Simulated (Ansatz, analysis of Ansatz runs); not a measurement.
# Can an added hole hop between V atoms in VPO4 (Cmcm)?

Aim: the energy barrier that a trapped hole meets when it moves from one V atom to another one nearby in VPO4 (Cmcm). The model is a cell of 96 host atoms.

Calculated with Ansatz 0.2.0; plane-wave PAW DFT, PBEsol+U; relaxation of all atoms of a supercell at fixed charge in a uniform background; PAW set soft_1.

### Step 1. Set-up

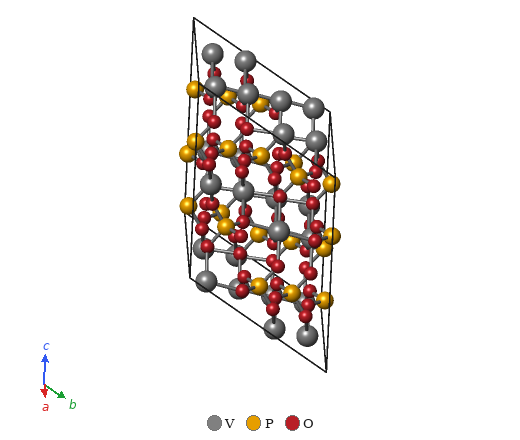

The starting structure, seen slightly off an axis (vanadium grey, phosphorus orange, oxygen red). Some periodic images of atoms are drawn too.

The cell holds 96 atoms: 16 V, 16 P and 64 O. Cell: a = 11.345 Å, b = 11.345 Å, c = 11.345 Å, α = 125.1°, β = 93.1°, γ = 111.8°. It derives from VPO4 (space group Cmcm). Nearest the centre at fractional (0.375, 0.875, 0.750): O76 at 1.34 Å, O68 at 1.34 Å, P20 at 2.20 Å, P28 at 2.20 Å, O52 at 2.32 Å, O36 at 2.32 Å, V6 at 2.35 Å, V3 at 2.35 Å.

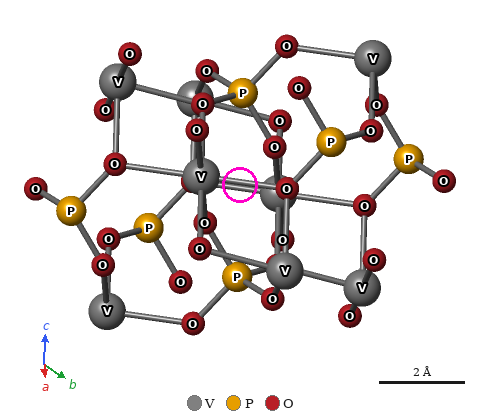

The atoms within 5 Å of the centre. A ring marks the centre wherever it is empty.

Hubbard terms: V d 4.0 eV. They were chosen, not fitted, to curb self-interaction in the shells named, the trial site's among them. The two sites are V6 and V3. The cell's shortest repeat is 10.5 Å. The host's moments were started ferromagnetic, high spin; both sites carry the same spin direction.

### Step 2. The cell without the carrier

The neutral cell is relaxed first, from small random displacements, so that bond lengths and moments with the carrier can be set beside those of a relaxed cell without it.

File neutral.relax/input.yaml:

```yaml
crystal:
  lattice:
    - [-5.23155868, 7.80375834, 6.35985605]
    - [5.23155868, -7.80375834, 6.35985605]
    - [5.23155868, 7.80375834, -6.35985605]
  atoms:
    - { symbol: V, position: [0.0, 0.25, 0.75], spin: 2.0 }
    - { symbol: V, position: [0.0, 0.75, 0.25], spin: 2.0 }
    - { symbol: V, position: [0.25, 0.0, 0.75], spin: 2.0 }
    - { symbol: V, position: [0.25, 0.5, 0.25], spin: 2.0 }
    - { symbol: V, position: [0.5, 0.25, 0.25], spin: 2.0 }
    - { symbol: V, position: [0.5, 0.75, 0.75], spin: 2.0 }
[... 3 atom lines left out ...]
    - { symbol: V, position: [0.0, 0.75, 0.75], spin: 2.0 }
[... 1 atom line left out ...]
    - { symbol: V, position: [0.25, 0.5, 0.75], spin: 2.0 }
    - { symbol: V, position: [0.5, 0.25, 0.75], spin: 2.0 }
[... 1 atom line left out ...]
    - { symbol: V, position: [0.75, 0.0, 0.75], spin: 2.0 }
[... 2 atom lines left out ...]
    - { symbol: P, position: [0.05024, 0.625, 0.42524] }
    - { symbol: P, position: [0.30024, 0.375, 0.42524] }
    - { symbol: P, position: [0.30024, 0.875, 0.92524] }
[... 2 atom lines left out ...]
    - { symbol: P, position: [0.80024, 0.375, 0.92524] }
[... 3 atom lines left out ...]
    - { symbol: P, position: [0.44976, 0.375, 0.07476] }
    - { symbol: P, position: [0.44976, 0.875, 0.57476] }
    - { symbol: P, position: [0.69976, 0.125, 0.07476] }
[... 1 atom line left out ...]
    - { symbol: P, position: [0.94976, 0.375, 0.57476] }
[... 1 atom line left out ...]
    - { symbol: O, position: [0.108385, 0.002326, 0.860711] }
    - { symbol: O, position: [0.108385, 0.502326, 0.360711] }
[... 1 atom line left out ...]
    - { symbol: O, position: [0.358385, 0.752326, 0.860711] }
[... 6 atom lines left out ...]
    - { symbol: O, position: [0.391615, 0.252326, 0.893941] }
    - { symbol: O, position: [0.391615, 0.752326, 0.393941] }
    - { symbol: O, position: [0.641615, 0.002326, 0.893941] }
[... 6 atom lines left out ...]
    - { symbol: O, position: [0.391615, 0.997674, 0.639289] }
    - { symbol: O, position: [0.641615, 0.247674, 0.139289] }
    - { symbol: O, position: [0.641615, 0.747674, 0.639289] }
[... 3 atom lines left out ...]
    - { symbol: O, position: [0.108385, 0.747674, 0.606059] }
    - { symbol: O, position: [0.358385, 0.497674, 0.606059] }
    - { symbol: O, position: [0.358385, 0.997674, 0.106059] }
[... 5 atom lines left out ...]
    - { symbol: O, position: [0.09813, 0.725791, 0.372339] }
    - { symbol: O, position: [0.34813, 0.475791, 0.372339] }
    - { symbol: O, position: [0.34813, 0.975791, 0.872339] }
[... 1 atom line left out ...]
    - { symbol: O, position: [0.59813, 0.725791, 0.872339] }
[... 2 atom lines left out ...]
    - { symbol: O, position: [0.15187, 0.024209, 0.627661] }
[... 1 atom line left out ...]
    - { symbol: O, position: [0.40187, 0.274209, 0.127661] }
    - { symbol: O, position: [0.40187, 0.774209, 0.627661] }
    - { symbol: O, position: [0.65187, 0.024209, 0.127661] }
[... 3 atom lines left out ...]
    - { symbol: O, position: [0.146548, 0.274209, 0.372339] }
    - { symbol: O, position: [0.146548, 0.774209, 0.872339] }
[... 1 atom line left out ...]
    - { symbol: O, position: [0.396548, 0.524209, 0.872339] }
    - { symbol: O, position: [0.646548, 0.274209, 0.872339] }
[... 2 atom lines left out ...]
    - { symbol: O, position: [0.896548, 0.524209, 0.372339] }
    - { symbol: O, position: [0.103452, 0.475791, 0.627661] }
[... 1 atom line left out ...]
    - { symbol: O, position: [0.353452, 0.225791, 0.627661] }
[... 1 atom line left out ...]
    - { symbol: O, position: [0.603452, 0.475791, 0.127661] }
    - { symbol: O, position: [0.603452, 0.975791, 0.627661] }
[... 1 atom line left out ...]
    - { symbol: O, position: [0.853452, 0.725791, 0.627661] }
basis:
  ecutwfc: 420
  xc_grid: 2
hamiltonian:
  xc: pbesol
  hubbard:
    sites: [{ species: V, l: d, u_eff: 4.0 }]
    projectors: ortho-atomic
  pseudopotentials: { kind: paw, azcp: { folder: soft_1 }, xc_functional: pbe }
kpoints:
  mp_grid: { grid: [1, 1, 1] }
magnetization:
  spin_polarized: true
  initial_magnetization: 32
  spin_locking: { lock_magnetization: hard }
scf:
  occupations: { method: fermi_dirac, width: 0.01 }
  max_iter: 120
  lower_state_search: "off"
output:
  forces: true
relax:
  f_tol: 0.02
  max_steps: 70
  random_displacement: { amplitude: 0.04, seed: 3874 }
checkpoint:
  write: "../neutral.relax.run"
  compress: false
  write_wavefunctions: true
  write_every: 100000
```

On the command line:

```sh
$ ansatz run input.yaml --threads 8 --pin off --max-ram 18841MiB --backend cpu --events-out ev --progress --plain --runs-dir out
```

Numbers of over 12 decimals in the logs are rounded to 6 here.

The program printed:

```text
[... repeated set-up lines and file paths are left out, and long positions are rounded to six places ...]
Engine: ansatz 0.2.0, aarch64-unknown-linux-gnu
Pseudopotentials: kind: paw
Pseudopotential: V, paw, valence charge 13, recommended cutoff 420 eV (normal), soft_1/V.paw.azcp
Pseudopotential: P, paw, valence charge 5, recommended cutoff 420 eV (normal), soft_1/P.paw.azcp
Pseudopotential: O, paw, valence charge 6, recommended cutoff 420 eV (normal), soft_1/O.paw.azcp
Functional definition: PBEsol
  exchange = pbesol_x
  correlation = pbesol_c
Crystal: 96 atoms, lattice volume = 1038.585 Å³
Basis set: ecut = 420 eV, 20271 PW (Γ), exchange–correlation on 160×160×160 points (8 copies of the dense FFT grid, shifted against one another)
Bands: 448, of which v1, the nominal top of the filled ones, is band 336 counted from 1 (335 counted from 0)
Symmetry: 1 space group operations
k-points: 1
Non-local potential: V, projectors of the file, l = 0: 3, l = 1: 2, l = 2: 3, l = 3: 1
Non-local potential: P, projectors of the file, l = 0: 2, l = 1: 2, l = 2: 1
Non-local potential: O, projectors of the file, l = 0: 2, l = 1: 2, l = 2: 1
PAW form: soft (Blöchl's): semilocal exchange-correlation on the pseudo side does not see the compensation charge
PAW frozen core: V, regenerated for the run's functional, and the local potential with it (the file was generated under x = pbe(κ = 0.804, μ = 0.219515), c = pbe(β = 0.066725))
PAW frozen core: P, regenerated for the run's functional, and the local potential with it (the file was generated under x = pbe(κ = 0.804, μ = 0.219515), c = pbe(β = 0.066725))
[...]
[... 6 atoms left out ...]
  atom  52  O     -0.00087472    -0.00195248    -0.00018987
  [... 5 atoms left out ...]
  atom  58  O      0.00217008     0.00076130     0.00007841
  [... 9 atoms left out ...]
  atom  68  O     -0.00054157     0.00030978     0.00065961
[...]
atom  76  O      0.00027827     0.00079357    -0.00021908
[...]
max |Σ_I F_I| component: 1.04e-5 eV/Å
--- Band table (eV) ---
  k-point 0 ↑: bands = ["-57.7060", "-57.7059", "-57.7059", "-57.7058", [... 440 left out ...] "16.6854", "16.6855", "16.6856", "16.7753"]
  k-point 0 ↓: bands = ["-55.7794", "-55.7793", "-55.7793", "-55.7792", [... 440 left out ...] "16.8636", "16.8637", "16.8638", "16.8639"]
Occupation matrices written to <dir>
--- Relaxed structure (5 steps of the walk, 5 accepted, 0 SCFs on fresh bases) ---
  F+E_penalty+E_count = -93920.35944975 eV   max|allowed force component| = 3.764e-3 eV/Å
  atoms:
    - { symbol: V, position: [-7.149468615086363e-5, 0.250128, 0.750081] }
    - { symbol: V, position: [-5.438839205063051e-5, 0.750099, 0.250086] }
    - { symbol: V, position: [0.249905, 0.000135, 0.750096] }
[...]
- { symbol: V, position: [0.499915, 0.750172, 0.750129] }
[...]
- { symbol: P, position: [0.300112, 0.875065, 0.925317] }
[...]
- { symbol: P, position: [0.449652, 0.875145, 0.574857] }
[...]
- { symbol: O, position: [0.358316, 0.752501, 0.860965] }
[...]
- { symbol: O, position: [0.641399, 0.002623, 0.894147] }
[...]
- { symbol: O, position: [0.391461, 0.997726, 0.639269] }
    [... 5 atoms left out ...]
    - { symbol: O, position: [0.108386, 0.747648, 0.606101] }
    [... 9 atoms left out ...]
    - { symbol: O, position: [0.347893, 0.975819, 0.872383] }
    [... 7 atoms left out ...]
    - { symbol: O, position: [0.401872, 0.774386, 0.627783] }
    [... 20 atoms left out ...]
[key lines of the parts left out:]
SCF converged after 4 iterations
Magnetization: 32.0000 μB (352.0000 up, 320.0000 down)
Free energy (F): -93920.359450 eV
Fermi energy:    8.109386 (↑ 8.109386, ↓ 8.417469) eV
```

Wall time 2.1 min (8 threads of Arm Neoverse V1, shared host); peak memory 3 GiB.

The largest displacement from an ideal site is 0.003 Å.

(Part 1 of 3 ends here.)

[Logs are printed without paths, hosts, clocks, repeated set-up lines and the standing remarks that a program may print on its own settings, such as how far it seeks lower states.]

[Hosts, paths, dates, database ids (printed as entryN), source tags and the programs' standing remarks are cut or masked in the printed files.]
